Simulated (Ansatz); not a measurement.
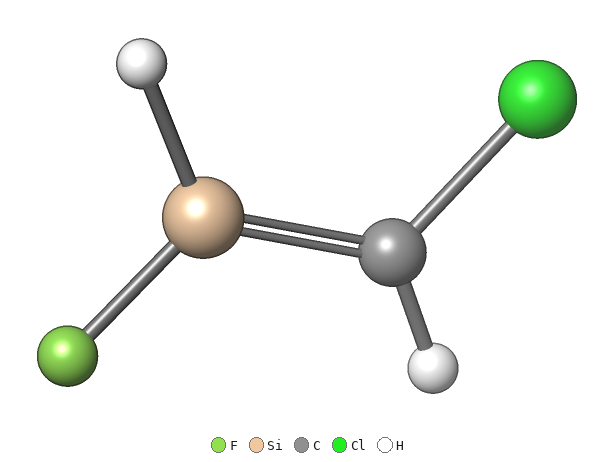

Rendered structure (ball-and-stick style). Multiple sticks mark multiple bonds (one Kekulé form).

What is the molecular formula?

CH2ClFSi, 6 atoms: 1 carbon, 2 hydrogen, 1 chlorine, 1 fluorine and 1 silicon.

How many atoms are distinct by symmetry?

6: 1 F, 1 Si, 1 C, 1 Cl, 1 H, 1 H.

What is its SMILES?

F/[SiH]=C/Cl

Name functional groups in it.

Among them: C–Cl bond, Si–H bond.

More results for the same structure follow; atom numbers are the same in all pictures, views and colours differ. The geometry was computed by an optimisation with PBE0-D4/def2-TZVP. No frequency run is at hand to confirm it as a minimum.

**Shape**

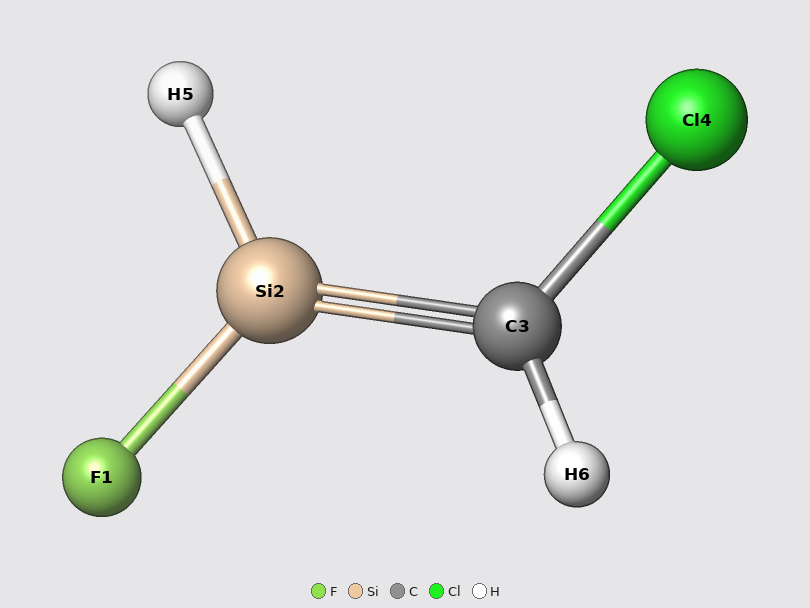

Numbered structure. No frequency run is at hand to confirm it as a minimum.

Describe the coordination of atom 2.

Si2 has 3 neighbours (F1 at 1.59, C3 at 1.70, H5 at 1.47 Å); the arrangement is trigonal planar.

What is the geometry at C3?

C3 has 3 neighbours (Si2 at 1.70, Cl4 at 1.73, H6 at 1.08 Å); the arrangement is trigonal planar.

What is the dihedral angle F1–Si2–C3–Cl4?

180° in size, that is anti.

**Dipole moment**

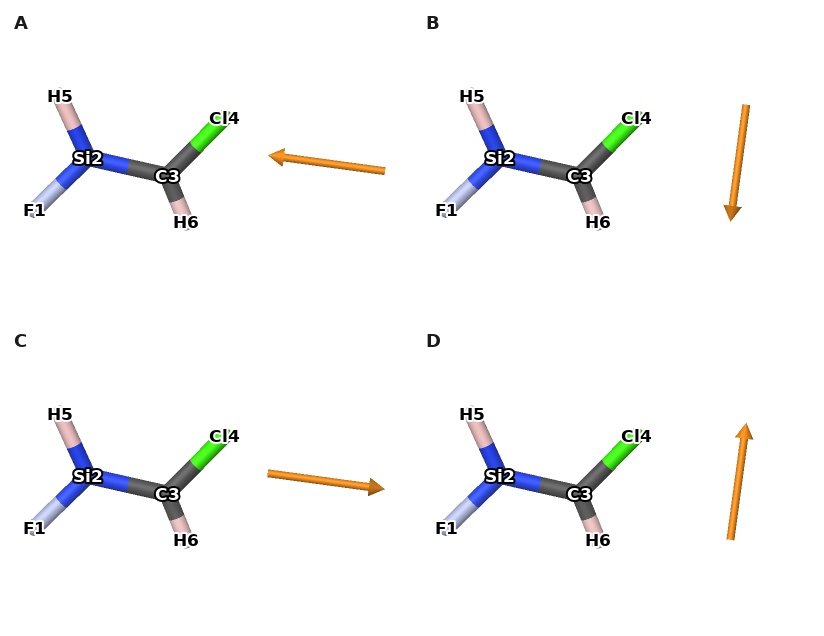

The same molecule four times, each with an arrow. No frequency run is at hand to confirm it as a minimum. Method: RKS PBE0-D4/def2-TZVP (Ansatz 0.2.0).

Which arrow points along the dipole moment, from the negative to the positive end?

A. The dipole moment is 1.31 D; it points from the side of Cl4 to the side of F1 (the outermost atoms at the two ends).

**Electronic properties**

No frequency run is at hand to confirm it as a minimum. Properties computed with RKS PBE0-D4/def2-TZVPP (Ansatz 0.2.0).

What does the calculation give?

- HOMO energy (Kohn–Sham orbital): −6.37 eV
- LUMO energy (Kohn–Sham orbital): −1.20 eV
- HOMO–LUMO gap: 5.17 eV

**Charges**

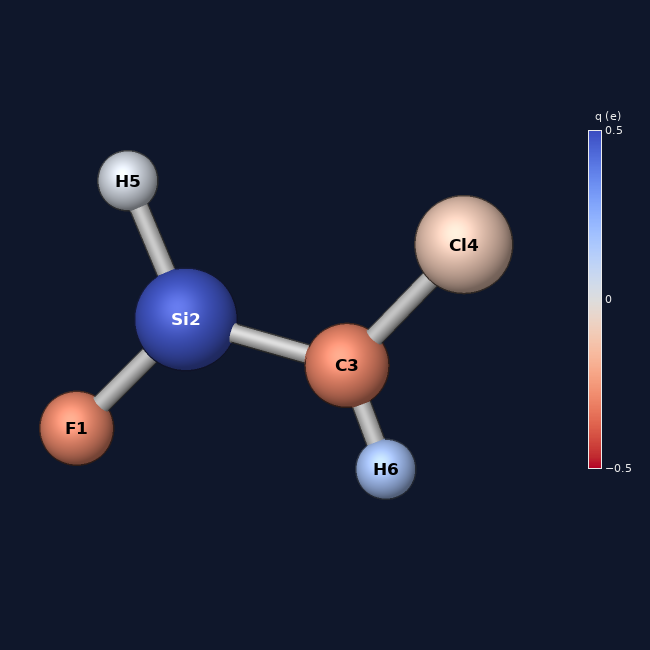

Atoms are coloured by their Mulliken charges. No frequency run is at hand to confirm it as a minimum. Level of theory: RKS PBE0-D4/def2-TZVP (Ansatz 0.2.0).

Give the Mulliken charges atom by atom.

```
atom  value (e)
  F1      −0.28
 Si2       0.47
  C3      −0.29
 Cl4      −0.09
  H5       0.03
  H6       0.17
```

Mulliken values depend strongly on the basis set and can even reverse the polarity of a bond.
